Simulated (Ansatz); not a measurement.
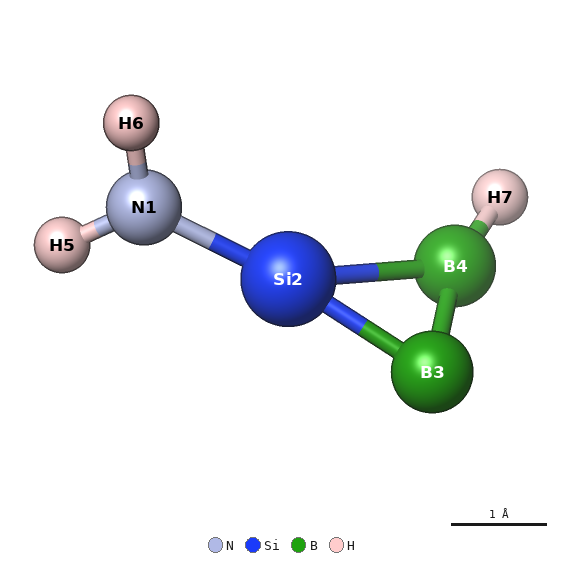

Orthographic view. Atoms fade into the background with distance from the viewer. The computed structure is the end point of a PBE-D4/def2-SVP optimisation. No frequency run is at hand to confirm it as a minimum.

List all interatomic distances (Å) as a matrix.

| atom | N1 | Si2 | B3 | B4 | H5 | H6 | H7 |
| --- | --- | --- | --- | --- | --- | --- | --- |
| N1 | 0.00 |  |  |  |  |  |  |
| Si2 | 1.71 | 0.00 |  |  |  |  |  |
| B3 | 3.51 | 1.81 | 0.00 |  |  |  |  |
| B4 | 3.55 | 2.04 | 1.57 | 0.00 |  |  |  |
| H5 | 1.02 | 2.43 | 4.15 | 4.24 | 0.00 |  |  |
| H6 | 1.02 | 2.43 | 4.18 | 4.10 | 1.71 | 0.00 |  |
| H7 | 4.28 | 3.04 | 2.75 | 1.21 | 4.95 | 4.70 | 0.00 |
